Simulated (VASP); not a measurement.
Band structure of HgTe (space group F-43m). Computed with PBE GGA, VASP's PBE PAW potentials (set 64) (plane waves; VASP).

Unless said otherwise, spin-orbit coupling is left out, though it shifts the bands of the heavy elements here.

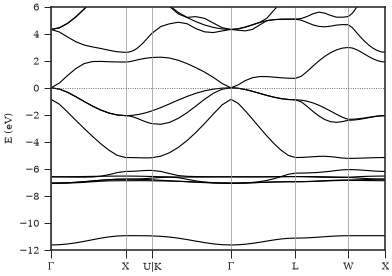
Figure: Bands along high-symmetry lines, zero at the valence-band maximum or, without a gap, the Fermi level

**Question.** Read the plot: is there a gap, and where are the band edges?

**Answer.** It has no gap at this level: it comes out as a metal or semimetal.

The structure is a typed HgTe crystal. The cell was not relaxed at this level.
